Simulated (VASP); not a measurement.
Band structure of Li$_{3}$BrO (space group Pm-3m). Calculation: LDA (Ceperley-Alder, Perdew-Zunger) with spin-orbit coupling, VASP's LDA PAW potentials (set 64) (plane waves; VASP).

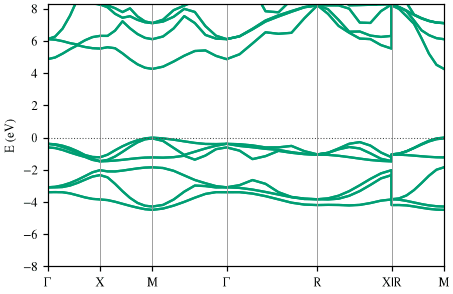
Figure. Bands along high-symmetry lines, zero at the valence-band maximum or, without a gap, the Fermi level

Problem. Read the plot: is there a gap, and where are the band edges?

Solution. The gap is direct, 4.26 eV, from the valence maximum at M to the conduction minimum at M.

The structure comes from a computed database's Li3BrO entry (Pm-3m); how it stands against other phases isn't given here. It was relaxed first, which changed the volume by -6 %.
